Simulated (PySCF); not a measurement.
# CH₁₂N₂Si₄: what the fields show

```xyz
19

N     2.8452   -0.2163   -1.0403
Si    1.6518   -0.5286    0.1738
C    -0.0011   -0.6156   -0.7976
N    -1.1484   -0.1290   -0.0343
Si   -2.6375   -0.9557   -0.3378
Si   -1.0323    1.4233    0.7645
Si    1.1729    1.3352    1.4495
H     2.8489   -0.7758   -1.8795
H     3.7939   -0.0472   -0.7483
H     1.8394   -1.8303    0.8553
H     0.0955   -0.0387   -1.7268
H    -0.2035   -1.6441   -1.1037
H    -2.3722   -2.3871   -0.1530
H    -3.6040   -0.4596    0.6323
H    -3.1202   -0.7342   -1.7082
H    -1.3756    2.5043   -0.1818
H    -2.0964    1.4099    1.7711
H     1.3652    1.1605    2.8985
H     1.9685    2.5384    1.1588
```

Geometry: GFN2-xTB.

All numbers below come from PBE0/pcSseg-1, SCF density, gas phase, non-relativistic (PySCF).

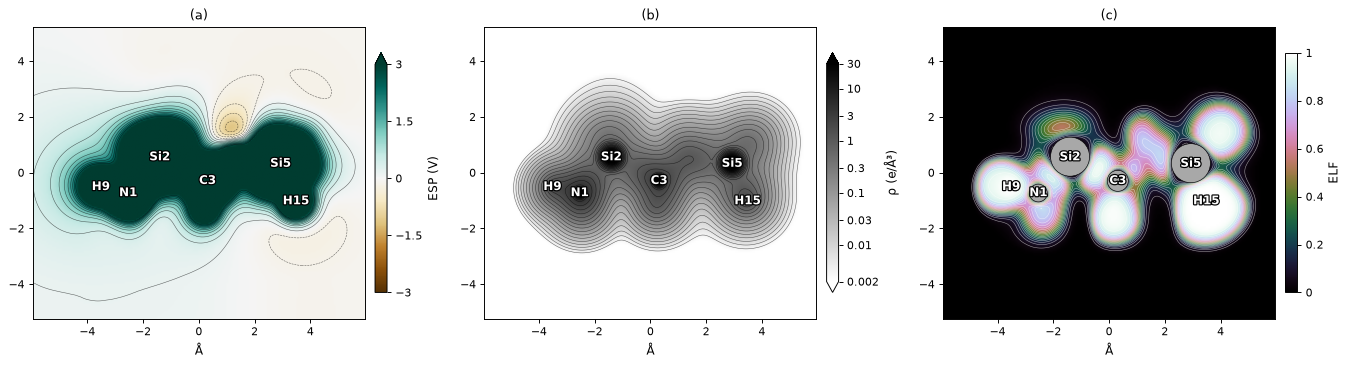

Figure 1. (a) electrostatic potential; (b) electron density; (c) ELF on the plane of atoms N1, Si2 and C3. Grey discs cover the atomic cores in the ELF map.

Describe what can be read from this map.

Answer.
- The section cuts through N, Si, C and H sites.
- Si–N (1.73 Å): ρ is about 1.1 e/Å³ halfway; the ELF peaks at about 0.90 between the atoms (a shared but strongly polarised pair).
- C–Si (1.92 Å): ρ is about 0.91 e/Å³ halfway; the ELF peaks at about 0.95 between the atoms, as expected for a covalent bond.
- N–H (1.01 Å): ρ is about 2.8 e/Å³ halfway; the ELF climbs to about 1 towards the hydrogen, as it does in any bond to H; a covalent bond by its length.
- Si–H (1.47 Å): ρ is about 0.8 e/Å³ halfway; the ELF climbs to about 1 towards the hydrogen.
- Outside the dense part of the molecule the potential is most negative (−1.1 V) near N4, which lies off the plane.

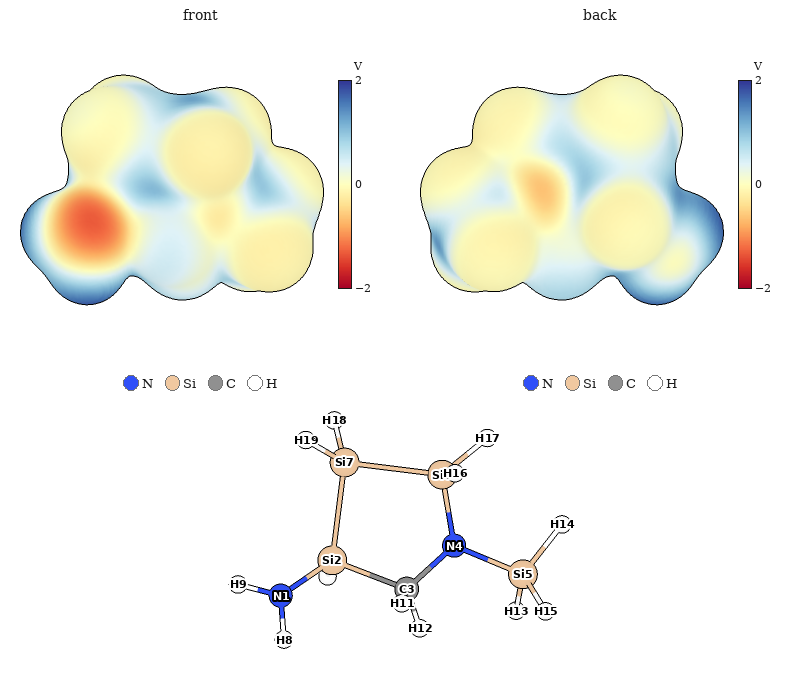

Figure 2. The electrostatic potential painted on the density surface at 0.002 e/bohr³, seen from the front and from behind; red is negative and blue positive. The bare structure is drawn below in the same view.

Describe the electrostatic potential map.

Answer. The most negative region (about −1.2 V) lies over N1, the most positive (about +1.7 V) over H8 and H9. N1 is the likeliest acceptor of a hydrogen bond.
